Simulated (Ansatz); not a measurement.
```xyz
10

C    -0.4813    1.8811   -1.2363
O     0.0581    1.4100   -0.0391
Zn    0.2336   -0.2656    0.5227
C     0.4862   -2.0196    1.2612
H     0.0808    1.5435   -2.1192
H    -0.4537    2.9774   -1.2357
H    -1.5303    1.5839   -1.3802
H    -0.1319   -2.7496    0.7347
H     0.2085   -2.0337    2.3171
H     1.5300   -2.3274    1.1748
```

Geometry: PBE0-D4/def2-TZVP.

Theory: Ansatz, RKS PBE0-D4/def2-TZVPP.

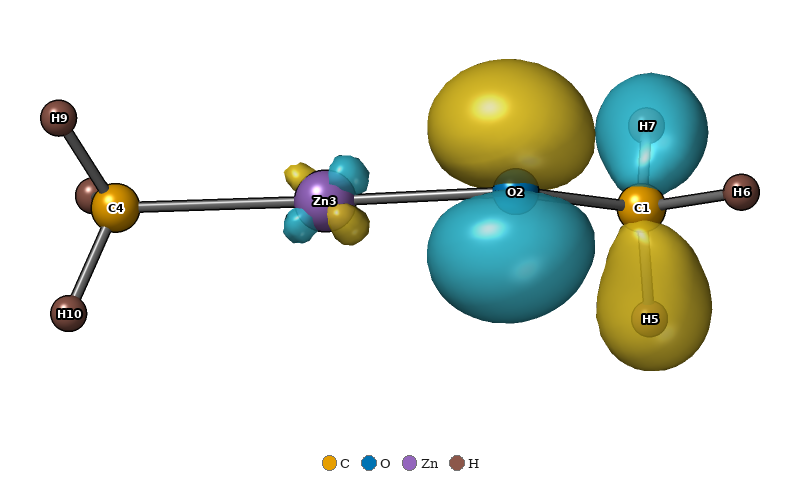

C2H6OZn. The HOMO at ±0.2 Å⁻³ᐟ² (yellow and cyan are the two phases), seen from one side.

Where does this orbital lie, and at what energy?

It lies mainly on O2 (about 65 %), C1 (about 15 %), Zn3 (about 10 %), H5 (about 5 %) and H7 (about 5 %). Its energy is −7.10 eV.
